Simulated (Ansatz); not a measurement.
Bands of a (7,0) AlN nanotube, along its axis.

Computed with PBE (plane waves to 420 eV, PAW; Ansatz, a first-principles code). Mesh 1×1×6. No spin polarisation. One-dimensional cell, images about 11 Å apart. A hypothetical model, rolled from the flat sheet. It keeps the symmetry and period of its start, so it need not be a minimum against all distortions.

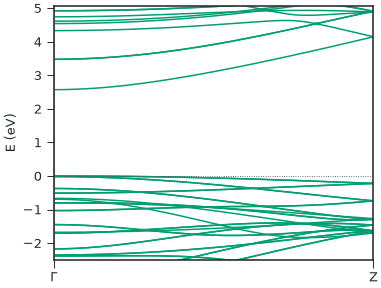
Figure: Bands from the zone centre to the zone edge (period 5.36 Å); the dotted line marks the highest filled level

Problem. Is it a metal or a semiconductor at this level? Give what the bands show.

Solution. A semiconductor in PBE.
```
Quantity                 Value
--------  --------------------
PBE gap   2.57 eV, direct at Γ
```
